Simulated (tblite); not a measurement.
Run report: C4H7Si, geometry relaxation (part 2 of 2)

The same run, continued: C4H7Si, multiplicity 2, SMILES [CH2]C#CC[SiH3]; GFN2-xTB geometry optimisation, gas phase (tblite 0.8.0). It belongs to a series of runs on one base structure; here: X = H replaced by CH2SiH3.

Trajectory as extended XYZ, continued:
```
12
Properties=species:S:1:pos:R:3:forces:R:3 step=78 energy=-373.56190
C     2.8802   -0.0372    0.6302   -0.0060   0.0310   0.0000
C     1.6401    0.2215    0.1641   -0.0170  -0.0310   0.0050
C     0.5247    0.4647   -0.2802    0.0450  -0.0450  -0.0100
C    -0.8022    0.5981   -0.8001    0.0170   0.0320   0.0080
Si   -2.0377   -0.5461    0.1360    0.0070   0.0290  -0.0300
H     3.2085    0.3218    1.5891   -0.0310   0.0360  -0.0020
H     3.5719   -0.6172    0.0453   -0.0070  -0.0130  -0.0060
H    -1.1551    1.6254   -0.6882    0.0350   0.0620  -0.0200
H    -0.7990    0.3617   -1.8670   -0.0050  -0.0220   0.0040
H    -2.5123    0.1986    1.3034    0.0150  -0.0640   0.0400
H    -1.3610   -1.7842    0.5129   -0.0340   0.0000   0.0020
H    -3.1570   -0.8079   -0.7714   -0.0190  -0.0150   0.0090
12
Properties=species:S:1:pos:R:3:forces:R:3 step=86 energy=-373.58062
C     2.8795    0.0180    0.6649   -0.0560   0.0050  -0.0190
C     1.6393    0.2197    0.1735    0.0510  -0.0370   0.0110
C     0.5290    0.4060   -0.3062   -0.0820   0.0150  -0.0240
C    -0.7933    0.5500   -0.8335   -0.0060   0.0140  -0.0140
Si   -2.0488   -0.5446    0.1274   -0.0460  -0.0600  -0.0140
H     3.1838    0.4496    1.5987    0.0150   0.0590   0.0630
H     3.5857   -0.5898    0.1316    0.0430  -0.0470  -0.0300
H    -1.1256    1.5884   -0.7461    0.0450   0.0070  -0.0440
H    -0.8006    0.2777   -1.8908    0.0160   0.0160  -0.0300
H    -2.2478    0.1128    1.4197   -0.0630  -0.0640   0.0090
H    -1.5105   -1.8952    0.2993   -0.0160   0.0560  -0.0180
H    -3.2894   -0.5932   -0.6648    0.1000   0.0360   0.1110
12
Properties=species:S:1:pos:R:3:forces:R:3 step=94 energy=-373.59344
C     2.8757    0.0548    0.6932    0.0010   0.0400   0.0010
C     1.6421    0.1918    0.1662   -0.0830   0.0310  -0.0400
C     0.5326    0.3524   -0.3282    0.0830  -0.0180   0.0500
C    -0.7847    0.5131   -0.8605   -0.0180  -0.0230  -0.0040
Si   -2.0518   -0.5538    0.1236    0.0350   0.0500   0.0590
H     3.1720    0.6384    1.5464    0.0090  -0.0080   0.0150
H     3.5940   -0.6148    0.2582    0.0130  -0.0480  -0.0050
H    -1.0835    1.5623   -0.7890   -0.0210   0.0020  -0.0010
H    -0.7988    0.2331   -1.9160   -0.0070  -0.0310  -0.0110
H    -2.0720   -0.0418    1.4961   -0.0150  -0.0450  -0.0330
H    -1.6667   -1.9649    0.0968    0.0260   0.0490  -0.0230
H    -3.3577   -0.3713   -0.5129   -0.0230   0.0010  -0.0080
12
Properties=species:S:1:pos:R:3:forces:R:3 step=102 energy=-373.59616
C     2.8797    0.0715    0.6943   -0.0090  -0.0200   0.0100
C     1.6451    0.2049    0.1666   -0.0140   0.0090   0.0030
C     0.5336    0.3513   -0.3262    0.0050   0.0190  -0.0030
C    -0.7828    0.5026   -0.8662   -0.0030   0.0160  -0.0020
Si   -2.0535   -0.5446    0.1286   -0.0200  -0.0200  -0.0020
H     3.1758    0.6521    1.5501    0.0060  -0.0010  -0.0190
H     3.5878   -0.6223    0.2768   -0.0110   0.0060   0.0060
H    -1.0875    1.5517   -0.8176    0.0200   0.0080  -0.0030
H    -0.7939    0.1993   -1.9162   -0.0040  -0.0160   0.0110
H    -2.0468   -0.0882    1.5175    0.0050  -0.0020  -0.0010
H    -1.6849   -1.9564    0.0406    0.0110   0.0040  -0.0030
H    -3.3715   -0.3224   -0.4743    0.0140  -0.0010   0.0030
12
Properties=species:S:1:pos:R:3:forces:R:3 step=110 energy=-373.59713
C     2.8803    0.0708    0.6972   -0.0070   0.0050  -0.0050
C     1.6445    0.2094    0.1737   -0.0150   0.0030   0.0010
C     0.5324    0.3574   -0.3172    0.0000   0.0090   0.0120
C    -0.7842    0.5077   -0.8569    0.0080   0.0020  -0.0140
Si   -2.0583   -0.5481    0.1253    0.0050   0.0020  -0.0160
H     3.2107    0.7046    1.5005    0.0000   0.0020   0.0060
H     3.5627   -0.6680    0.3174   -0.0050  -0.0130  -0.0030
H    -1.0857    1.5578   -0.8161    0.0060  -0.0040   0.0000
H    -0.7926    0.1949   -1.9039   -0.0070   0.0040  -0.0140
H    -2.0438   -0.1152    1.5201   -0.0040   0.0030   0.0220
H    -1.6893   -1.9570    0.0084    0.0080  -0.0130   0.0040
H    -3.3754   -0.3148   -0.4746    0.0100   0.0010   0.0070
12
Properties=species:S:1:pos:R:3:forces:R:3 step=117 energy=-373.59751
C     2.8796    0.0664    0.6947    0.0070  -0.0070  -0.0050
C     1.6420    0.2138    0.1781    0.0040  -0.0010   0.0020
C     0.5305    0.3663   -0.3121   -0.0060   0.0010  -0.0060
C    -0.7852    0.5148   -0.8539   -0.0010   0.0050  -0.0040
Si   -2.0548   -0.5500    0.1247   -0.0030   0.0040  -0.0010
H     3.2256    0.7051    1.4877   -0.0030  -0.0060  -0.0020
H     3.5470   -0.6885    0.3178   -0.0100   0.0070   0.0110
H    -1.0891    1.5639   -0.8093   -0.0030  -0.0030  -0.0030
H    -0.7930    0.2054   -1.9023    0.0010   0.0050   0.0000
H    -2.0692   -0.1036    1.5165    0.0050  -0.0030   0.0010
H    -1.6659   -1.9554    0.0267    0.0080  -0.0020   0.0040
H    -3.3663   -0.3390   -0.4945    0.0010  -0.0010   0.0040
12
Properties=species:S:1:pos:R:3:forces:R:3 step=125 energy=-373.59786
C     2.8727    0.0618    0.6942   -0.0180   0.0070   0.0210
C     1.6369    0.2154    0.1759   -0.0040   0.0010  -0.0110
C     0.5283    0.3761   -0.3187    0.0100   0.0020   0.0020
C    -0.7878    0.5239   -0.8587   -0.0130  -0.0140  -0.0010
Si   -2.0470   -0.5507    0.1242    0.0190  -0.0040   0.0000
H     3.2240    0.7061    1.4800    0.0030   0.0060   0.0040
H     3.5279   -0.7114    0.3370    0.0140  -0.0170  -0.0120
H    -1.0957    1.5709   -0.8122   -0.0060   0.0230   0.0110
H    -0.7957    0.2190   -1.9080   -0.0050  -0.0130  -0.0070
H    -2.0605   -0.1057    1.5164    0.0030   0.0080   0.0020
H    -1.6385   -1.9516    0.0329   -0.0040   0.0050  -0.0070
H    -3.3633   -0.3545   -0.4889    0.0000  -0.0030  -0.0020
12
Properties=species:S:1:pos:R:3:forces:R:3 step=133 energy=-373.59818
C     2.8609    0.0556    0.7007   -0.0020   0.0010   0.0030
C     1.6315    0.2157    0.1691    0.0030  -0.0010   0.0010
C     0.5274    0.3826   -0.3336    0.0040   0.0020  -0.0020
C    -0.7910    0.5297   -0.8687   -0.0020  -0.0030   0.0050
Si   -2.0343   -0.5503    0.1275   -0.0020  -0.0020  -0.0030
H     3.2058    0.6973    1.4917    0.0020   0.0000   0.0000
H     3.5192   -0.7172    0.3463   -0.0030   0.0000  -0.0020
H    -1.1004    1.5766   -0.8176   -0.0020  -0.0010  -0.0050
H    -0.8062    0.2228   -1.9175    0.0000   0.0040   0.0010
H    -2.0332   -0.1017    1.5187    0.0010   0.0010   0.0000
H    -1.6195   -1.9484    0.0284   -0.0020   0.0010   0.0000
H    -3.3591   -0.3633   -0.4709    0.0030   0.0000   0.0010
```

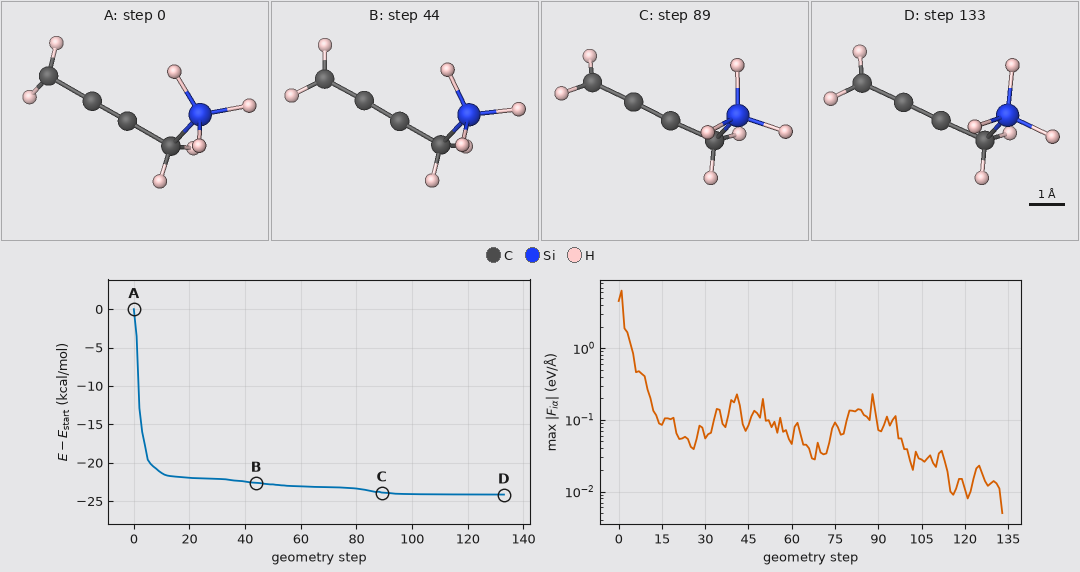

**Figure 1.** Frames of the relaxation (ball-and-stick view, seen at a tilt) above the curves, on which the letters mark them (steps are counted from 0).

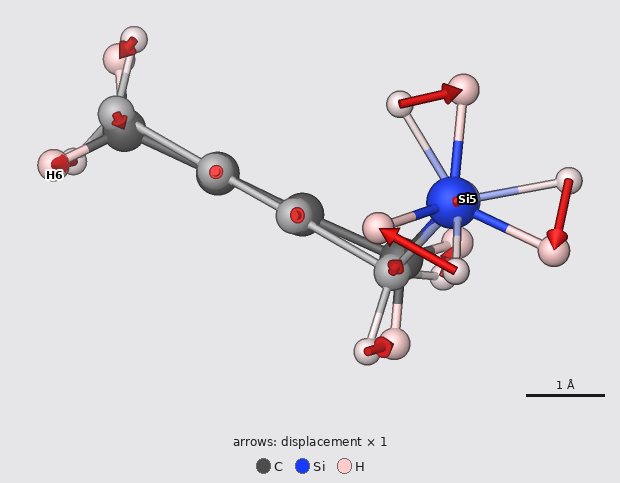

**Figure 2.** Start (faint) and end (solid) with the displacements as red arrows, at true length (ball-and-stick view, seen at a tilt). The two geometries are laid on each other by the best rigid fit. After 133 geometry steps the energy has fallen by 24.1 kcal/mol. The largest force component goes from 4.6 to 0.005 eV/Å. The largest move after the best rigid fit is that of H10, 1.14 Å. Largest moves by element: H 1.14 Å, C 0.28 Å, Si 0.10 Å. Among the contacts that change: C1–C2 1.498 → 1.349 Å, C3–C4 1.482 → 1.430 Å, C4–Si5 1.875 → 1.925 Å, C1–H6 1.122 → 1.075 Å. Among the angles that change: H6–C1–H7 104.1° → 118.4°, C2–C1–H6 107.5° → 120.8°, C2–C1–H7 110.5° → 120.9°. (Atoms are counted from 1 in the order of the input.)

This output came from the following input.

Input:
```
{"job": {"kind": "relax", "xc": "GFN2-xTB", "basis": "xTB"}, "charge": 0, "multiplicity": 2}
C      2.933200    -0.142100     0.873900
C      1.568600     0.164000     0.338300
C      0.482400     0.399900    -0.100200
C     -0.858700     0.707600    -0.651000
Si    -2.048700    -0.575800     0.020300
H      3.615200     0.688800     0.553300
H      3.353600    -1.044900     0.377100
H     -1.114200     1.723000    -0.260000
H     -0.846300     0.700100    -1.761400
H     -2.976100     0.137400     0.916400
H     -1.236700    -1.582500     0.709900
H     -2.871200    -1.176200    -1.042700
```

The first line tells a small driver script what to run in tblite; the rest is the geometry in Å.

Launched with:
```bash
OMP_NUM_THREADS=1 python <driver script> task.json out
```

Summary:

- outcome: converged
- total energy: −373.5982 eV
- hardware: 1 CPU thread, shared host
- peak memory: 0.18 GiB
